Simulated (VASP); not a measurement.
Band structure of TiCo (CsCl type). These are optB86b-vdW, VASP's PBE PAW potentials (set 64) (plane waves; VASP) values and carry that method's errors.

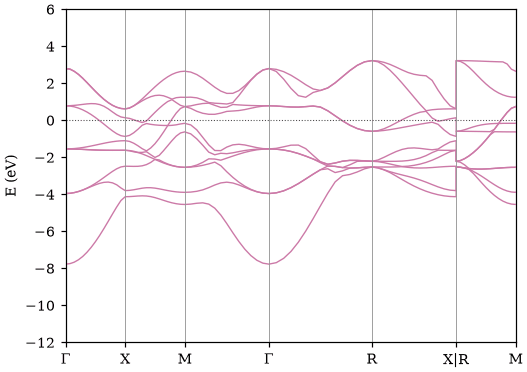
Fig. 1. Bands along high-symmetry lines, zero at the valence-band maximum or, without a gap, the Fermi level

Question: Read the plot: is there a gap, and where are the band edges?

Answer: It has no gap at this level: it comes out as a metal or semimetal. (Edges off the drawn lines would not show.)

The compound is TiCo in the CsCl type structure. It was relaxed first. The run is not spin-polarised, so no magnetic state was tried. The electron count is odd and the run is not spin-polarised, which forces a metal.
